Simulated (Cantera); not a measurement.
Charge: 1 mol Si2Cl6, 4 mol HCl, 9.4 mol H2, 0.01 mol Cl2, held at 1.20 mbar.

These are equilibrium values from Cantera (NASA tables, ideal gas, pure condensed phases), not measurements of a reactor. Candidate condensed phases: Si; 19 gas species. The feed counts by its element totals alone. The tables' values for SiCl3 are old estimates; treat these amounts as uncertain. Equilibrium is a limit: real reactors are often held back by kinetics, nucleation or transport.

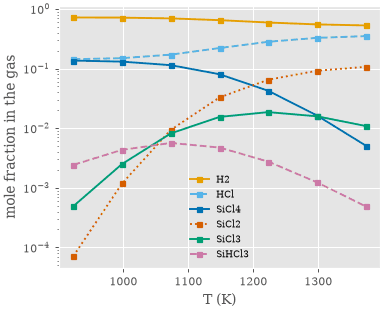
*Equilibrium gas composition (values under 1e-9 drawn at 1e-9)*

From 923 K to 1373 K nothing is condensed. The main Si-bearing gas is SiCl4 at 923 K and SiCl2 at 1373 K.
